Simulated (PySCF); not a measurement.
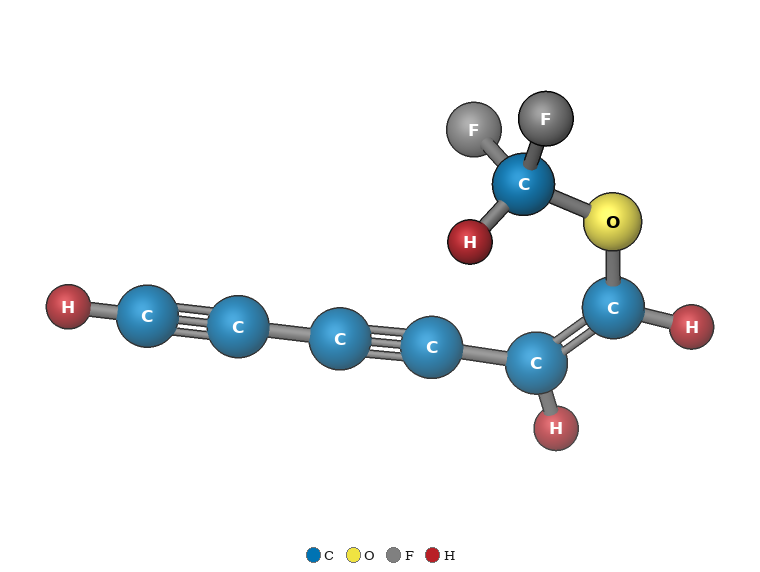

Orthographic view. Atoms fade into the background with distance from the viewer. Geometry: an end point of a reaction path computed with GFN2-xTB.

Q: Give the standard InChI.

A: InChI=1S/C7H4F2O/c1-2-3-4-5-6-10-7(8)9/h1,5-7H/b6-5-
